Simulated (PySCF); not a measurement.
# CoSF: singlet, from a linear start

The task is one start of a wider search on CoSF: the singlet, from a linear start. It is relaxed, tested by its Hessian and followed downhill if it is a saddle.

The runs use PySCF 2.14.0; PBE0, basis Co def2-TZVP, S def2-TZVP, F def2-TZVP, no relativity, density fitting.

## (1) Where the work starts

3 atoms, charge 0, spin multiplicity 1.

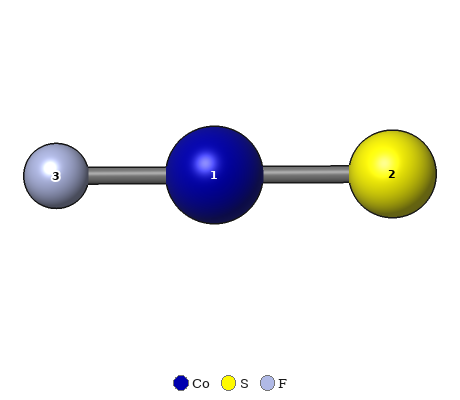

Start geometry, drawn with cobalt blue, sulfur yellow, fluorine light blue; atoms are numbered from 1 in the order of the file.

```xyz
3
charge 0 multiplicity 1
Co    0.0000    0.0000    0.2706
S     0.0000    0.0000   -1.6994
F     0.0000    0.0000    2.0206
```

## (2) Relaxing the singlet from the linear start

The steps below are one call of a driver around PySCF. For each, scf.py gives the equivalent set-up of the SCF; relaxations use the driver's own optimiser. Before each start the driver seeks the lowest SCF state from one or more starting densities and follows internal instabilities, so scf.py alone need not reach the same state.

The program finds C∞v symmetry in the start, which this walk keeps. The walk stops when the largest gradient is under 0.0003 Eh/bohr and the energy has settled too.

scf.py

```python
from pyscf import gto, scf, dft
mol = gto.M(atom='''
Co     0.000000     0.000000     0.270580
S      0.000000     0.000000    -1.699420
F      0.000000     0.000000     2.020580''',
    basis={'Co': 'def2-TZVP', 'S': 'def2-TZVP', 'F': 'def2-TZVP'},
    charge=0, spin=0)
mf = dft.RKS(mol, xc='PBE0')
mf.grids.atom_grid = (50, 194)
aux = {'Co': 'def2-universal-JKFIT', 'S': 'def2-universal-JKFIT', 'F': 'def2-universal-JKFIT'}
mf = mf.density_fit(auxbasis=aux)
mf.kernel()
```

Energy and gradient, step by step:

| step | energy (Eh) | change (kJ/mol) | largest symmetric gradient (Eh/bohr) |
| --- | --- | --- | --- |
| 0 | -1880.352112 | 0.00 | 0.03507 |
| 1 | -1880.355291 | -8.34 | 0.00654 |
| 2 | -1880.355378 | -8.57 | 0.00122 |
| 3 | -1880.355381 | -8.58 | 0.00003 |

The walk took 4.2 s on 4 threads, shared host.

Geometry (Å) and forces (eV/Å) at some steps:

```
step 0
Co   0.000   0.000   0.271   0.000   0.000  -0.805
S    0.000   0.000  -1.699   0.000   0.000   1.804
F    0.000   0.000   2.021   0.000   0.000  -0.998
step 1
Co   0.000   0.000   0.262   0.000   0.000  -0.170
S    0.000   0.000  -1.648   0.000   0.000   0.336
F    0.000   0.000   1.978   0.000   0.000  -0.167
step 2
Co   0.000   0.000   0.260   0.000   0.000   0.037
S    0.000   0.000  -1.637   0.000   0.000  -0.063
F    0.000   0.000   1.969   0.000   0.000   0.025
step 3
Co   0.000   0.000   0.260   0.000   0.000  -0.002
S    0.000   0.000  -1.639   0.000   0.000   0.002
F    0.000   0.000   1.970   0.000   0.000   0.000
```

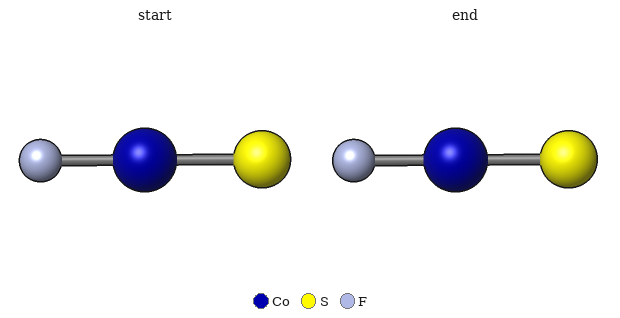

The geometry along the walk, at one scale.

It settles in C∞v symmetry, 8.6 kJ/mol below the start, after 3 steps: Co–F 1.709 Å, Co–S 1.899 Å; F–Co–S 180.0°.

## (3) Is it a minimum? Harmonic modes

On the finer grid the gradient is checked again; gradients at displacements of ±0.01 bohr then give force constants and infrared intensities.

scf.py: that of step 2 with these lines changed.

```diff
@@ -3,3 +3,3 @@
-Co     0.000000     0.000000     0.270580
-S      0.000000     0.000000    -1.699420
-F      0.000000     0.000000     2.020580''',
+Co     0.000000     0.000000     0.256907
+S      0.000000     0.000000    -1.642171
+F      0.000000    -0.000000     1.966501''',
@@ -9 +9 @@
-mf.grids.atom_grid = (50, 194)
+mf.grids.atom_grid = (75, 302)
```

This SCF starts from the last density.

Log of the central SCF (cycles and frontier levels):

```text
init E= -1880.35530690781
  HOMO = -0.30674820177532  LUMO = -0.17903623811813  gap/eV = 3.47522
cycle= 1 E= -1880.35530689961  delta_E= 8.21e-09  |g|= 0.000254  |ddm|= 9.15e-05
  HOMO = -0.306707754839209  LUMO = -0.178983763653678  gap/eV = 3.47555
cycle= 2 E= -1880.35530639146  delta_E= 5.08e-07  |g|= 0.00202  |ddm|= 0.000707
  HOMO = -0.306744175872092  LUMO = -0.179030892845671  gap/eV = 3.47526
cycle= 3 E= -1880.3553069079  delta_E= -5.16e-07  |g|= 1.62e-05  |ddm|= 0.000621
  HOMO = -0.306743990808786  LUMO = -0.179030736417481  gap/eV = 3.47525
cycle= 4 E= -1880.35530690795  delta_E= -4.73e-11  |g|= 2.31e-06  |ddm|= 7.89e-06
  HOMO = -0.306744247257881  LUMO = -0.179031039824822  gap/eV = 3.47525
Extra cycle  E= -1880.35530690791  delta_E= 3.68e-11  |g|= 1.86e-05  |ddm|= 6.9e-06
converged SCF energy = -1880.35530690791
```

The whole step took 16 s.

Geometry: C∞v; Co–F 1.710 Å, Co–S 1.899 Å; F–Co–S 180.0°.

Harmonic modes (main isotopes):

```tsv
symmetry	ω (cm⁻¹)	IR (km/mol)	μ (u)
π	112i	25.7	30.25
σ+	558	1.2	26.21
σ+	758	164	28.22
```

2 modes are imaginary, the largest at 112i cm⁻¹: a saddle point, not a minimum.

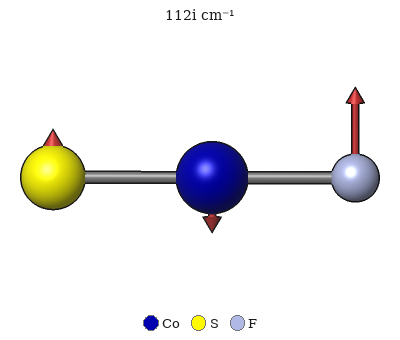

The imaginary mode, as arrows.

Properties at this point:

```yaml
Dipole_moment: 1.89 D
Highest_occupied_level: -8.35 eV
Lowest_empty_level: -4.87 eV
Rotational_constants: 0.1031 cm⁻¹
Zero-point_energy_real_modes: 7.9 kJ/mol
Principal_polarisabilities: 28.7, 28.7, 69.2 bohr³
Atomisation_energy_without_zero-point_energy: 573 kJ/mol
Principal_traceless_quadrupole_moments_about_the_centre_of_mass: -5.60, 2.80, 2.80 D Å
```

Charges (e) and bond orders:

| atom | Mulliken | Löwdin | polar tensor | Mayer order to Co1 |
| --- | --- | --- | --- | --- |
| Co1 | 0.69 | -0.03 | 1.02 | – |
| S2 | -0.24 | 0.29 | -0.31 | 2.33 |
| F3 | -0.45 | -0.26 | -0.71 | 0.87 |

Outer orbital energies (eV). occupied: -11.89, -11.89, -10.28, -9.49, -9.49, -9.15, -9.15, -8.35; empty: -4.87, -4.87, 0.17, 2.54.

Mulliken populations on Co1: s 6.59, p 12.21, d 7.50, f 0.00.

## (4) Leaving the saddle point

The atoms are moved a little along the softest imaginary mode and relaxed again.

The program finds Cs symmetry in the start, which this walk keeps.

scf.py: that of step 3 with these lines changed.

```diff
@@ -3,3 +3,3 @@
-Co     0.000000     0.000000     0.256907
-S      0.000000     0.000000    -1.642171
-F      0.000000    -0.000000     1.966501''',
+Co    -0.153145    -0.000049     0.256933
+S      0.133732     0.000043    -1.642145
+F      0.250000     0.000080     1.966528''',
@@ -9 +9 @@
-mf.grids.atom_grid = (75, 302)
+mf.grids.atom_grid = (50, 194)
```

Energy and gradient, step by step:

| step | energy (Eh) | change (kJ/mol) | largest symmetric gradient (Eh/bohr) |
| --- | --- | --- | --- |
| 0 | -1880.355167 | 0.00 | 0.02532 |
| 1 | -1880.356839 | -4.39 | 0.00489 |
| 2 | -1880.356948 | -4.67 | 0.00232 |
| 3 | -1880.357026 | -4.88 | 0.00242 |
| 4 | -1880.357206 | -5.35 | 0.00106 |
| 5 | -1880.357214 | -5.37 | 0.00033 |
| 6 | -1880.357215 | -5.38 | 0.00006 |

The walk took 9 s.

Positions (Å) and forces (eV/Å) along the way:

```
step 0
Co  -0.153   0.000   0.257   0.323   0.000   0.724
S    0.134   0.000  -1.642  -0.059   0.000   0.579
F    0.250   0.000   1.967  -0.264   0.000  -1.303
step 1
Co  -0.153   0.000   0.267  -0.032   0.000   0.157
S    0.136   0.000  -1.614   0.032   0.000   0.095
F    0.248   0.000   1.928   0.000   0.000  -0.252
step 3
Co  -0.178   0.000   0.272  -0.124   0.000  -0.055
S    0.148   0.000  -1.599   0.046   0.000  -0.036
F    0.260   0.000   1.908   0.079   0.000   0.091
step 6
Co  -0.245   0.000   0.276  -0.002   0.000  -0.003
S    0.181   0.000  -1.578   0.002   0.000   0.000
F    0.295   0.000   1.883   0.000   0.000   0.003
```

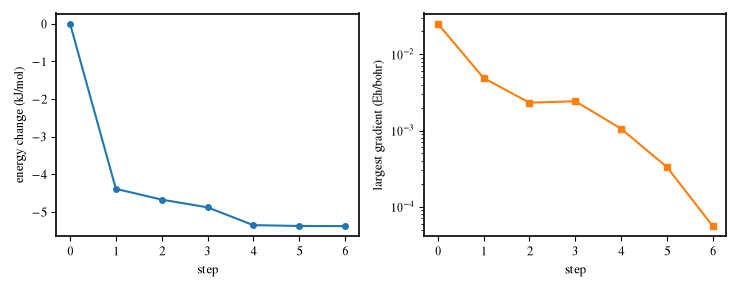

How energy and gradient fall.

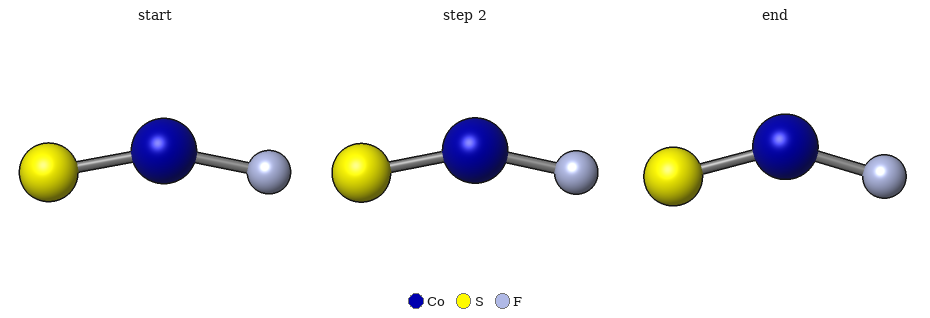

The geometry along the walk, at one scale.

After 6 steps and 5.4 kJ/mol it ends at Cs: Co–F 1.694 Å, Co–S 1.902 Å; F–Co–S 148.5°.

## (5) Frequencies

The same treatment as at the point before.

scf.py: that of step 4 with these lines changed.

```diff
@@ -3,3 +3,3 @@
-Co    -0.153145    -0.000049     0.256933
-S      0.133732     0.000043    -1.642145
-F      0.250000     0.000080     1.966528''',
+Co    -0.202831    -0.000065     0.260700
+S      0.201652     0.000064    -1.597840
+F      0.315085     0.000101     1.874476''',
@@ -9 +9 @@
-mf.grids.atom_grid = (50, 194)
+mf.grids.atom_grid = (75, 302)
```

SCF at the final geometry:

```text
init E= -1880.35711303654
  HOMO = -0.301148951252973  LUMO = -0.178337135979798  gap/eV = 3.34188
cycle= 1 E= -1880.35711303569  delta_E= 8.56e-10  |g|= 8.37e-05  |ddm|= 3.17e-05
  HOMO = -0.30113763762098  LUMO = -0.178320549714442  gap/eV = 3.34202
cycle= 2 E= -1880.3571129847  delta_E= 5.1e-08  |g|= 0.000639  |ddm|= 0.000227
  HOMO = -0.30114763338507  LUMO = -0.178335213972332  gap/eV = 3.34190
cycle= 3 E= -1880.3571130366  delta_E= -5.19e-08  |g|= 2.02e-06  |ddm|= 0.0002
  HOMO = -0.301147618684082  LUMO = -0.178335205010656  gap/eV = 3.34190
cycle= 4 E= -1880.3571130366  delta_E= 3.64e-12  |g|= 1.62e-06  |ddm|= 4.28e-06
  HOMO = -0.301147601930321  LUMO = -0.178335159855646  gap/eV = 3.34190
Extra cycle  E= -1880.3571130366  delta_E= 1.82e-12  |g|= 3.61e-06  |ddm|= 7.66e-06
converged SCF energy = -1880.3571130366
```

The whole step took 27 s.

Geometry: Cs; Co–F 1.695 Å, Co–S 1.902 Å; F–Co–S 149.9°.

Modes, for the most abundant isotopes:

```json
{"symmetry": "a'", "ω (cm⁻¹)": "107", "IR (km/mol)": "11.0", "type": "bend"}
{"symmetry": "a'", "ω (cm⁻¹)": "565", "IR (km/mol)": "8.2", "type": "stretch"}
{"symmetry": "a'", "ω (cm⁻¹)": "756", "IR (km/mol)": "162", "type": "stretch"}
```

No imaginary mode, so this is a minimum.

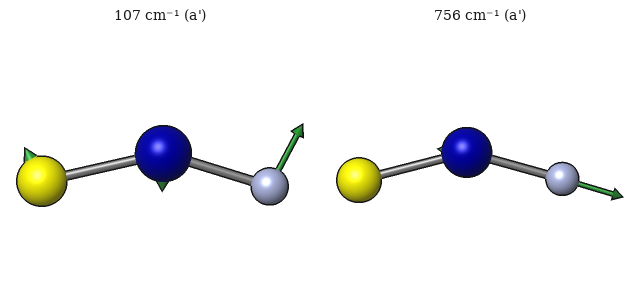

Displacements of 2 of the modes, as arrows (one member where a mode is degenerate).

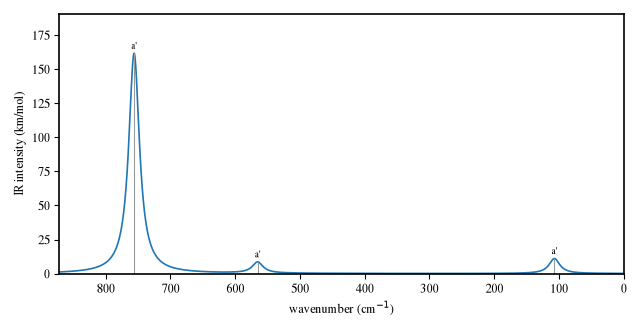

The harmonic infrared spectrum (widths in cm⁻¹). Lines are broadened to a width of 20 cm⁻¹ (Lorentzian).

Constants and moments:

* Dipole moment: 1.82 D
* Highest occupied level: -8.19 eV
* Lowest empty level: -4.85 eV
* Rotational constants: 3.023, 0.1106, 0.1067 cm⁻¹
* Zero-point energy: 8.5 kJ/mol
* Principal polarisabilities: 28.6, 30.2, 66.9 bohr³
* Atomisation energy without zero-point energy: 578 kJ/mol
* Principal traceless quadrupole moments about the centre of mass: -5.56, 2.74, 2.82 D Å
* Entropy at 298.15 K and 1 bar: 282.2 J/(mol K)
* Heat capacity Cp at 298.15 K: 49.1 J/(mol K)
* Enthalpy at 298.15 K above 0 K: 12.53 kJ/mol
* Rotational symmetry number: 1

Populations by atom (charges in e):

```tsv
atom	Mulliken	Löwdin	polar tensor	Mayer order to Co1
Co1	0.74	-0.04	0.99	–
S2	-0.27	0.28	-0.31	2.32
F3	-0.46	-0.24	-0.68	0.84
```

Mulliken populations on Co1: s 6.52, p 12.22, d 7.53, f 0.00.

## (6) Stability of the closed shell

At the lowest minimum the closed shell is tested against spin polarisation, on the (50, 194) grid. It is unstable: an open-shell solution lies lower. That solution was not followed to a minimum here.

## (7) The points found, side by side

| spin | group | bonds | imaginary modes (cm⁻¹) | ΔE (kJ/mol) | with zero-point energy |
| --- | --- | --- | --- | --- | --- |
| singlet | Cs | Co–F 1.695 Å, Co–S 1.902 Å | none | 0.0 | 0.0 |
| singlet | C∞v | Co–F 1.710 Å, Co–S 1.899 Å | 112i, 112i | 4.7 | – |

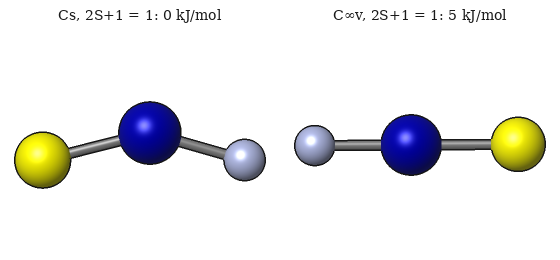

The points, lowest first (cobalt blue, sulfur yellow, fluorine light blue).

## (8) What came out

| quantity | value |
| --- | --- |
| minimum | singlet, Cs (closed shell, unstable towards spin polarisation) |
| geometry | Co–F 1.695 Å, Co–S 1.902 Å; F–Co–S 149.9° |
| wavenumbers (cm⁻¹) | 107 (a'), 565 (a'), 756 (a') |
| dipole moment | 1.82 D |
| highest occupied, lowest empty level | -8.19, -4.85 eV |
| polar-tensor charge of Co1 | +0.99 e |
| zero-point energy | 8.5 kJ/mol |

In words: The linear start (C∞v) ends in a minimum of Cs symmetry, after a stop at a second-order saddle point 4.7 kJ/mol higher, from which it was pushed off along an imaginary mode. The strongest infrared band lies at 756 cm⁻¹ (a', stretch). Only this shape and spin were tried, so other structures or states may lie lower. A stability analysis at the minimum finds the closed shell unstable towards spin polarisation: an open-shell solution lies lower, and these values are not those of the lowest state.

The search up to here took 67 s on 4 threads, shared host.
